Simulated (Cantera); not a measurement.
Feed: 1 mol Al, 0.91 mol HCl, a varied amount of N2, at 950 K and 0.420 bar.

These are equilibrium values from Cantera (NASA tables, ideal gas, pure condensed phases), not measurements of a reactor. Candidate condensed phases: Al, AlCl3, AlN, NH4Cl; 20 gas species. The numbers say what is thermodynamically allowed, not how fast it happens.

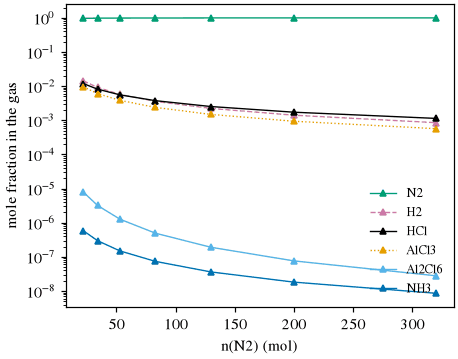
*Equilibrium gas composition (values under 1e-9 drawn at 1e-9)*

From 22 mol N2 to 320 mol N2 the condensed part is AlN(s). The main Al-bearing gas is AlCl3 throughout. The share of Al in condensed phases is highest at 320 mol N2 (81.8 %) and lowest at 22 mol N2 (78.5 %).
